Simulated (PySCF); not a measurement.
SMILES Cl[SiH2][GeH3] at its PBE0/def2-SVP optimised geometry (Å):

```
8

Cl     2.1835    -1.1260     0.0000
Si     0.1038    -1.1260     0.0000
Ge    -0.6436     1.1340     0.0000
H     -0.3626    -1.8572    -1.2140
H     -0.3629    -1.8570     1.2141
H     -2.1835     1.1871    -0.0045
H     -0.1145     1.8572    -1.2503
H     -0.1221     1.8546     1.2550
```

Level of theory: PBE0/def2-TZVP in PySCF. Cells within 0.4 Å of a nucleus heavier than hydrogen are left out (blank, or x).

Map of the electron localisation function on the plane z = 0.0 Å:

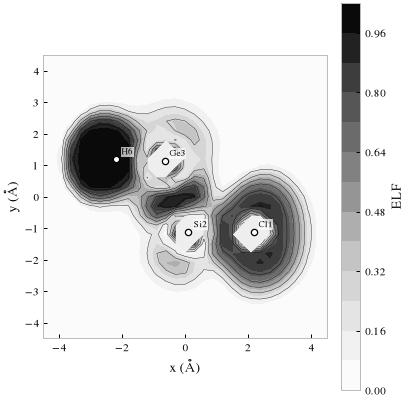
Electron localisation function on the plane z = 0.0 Å.
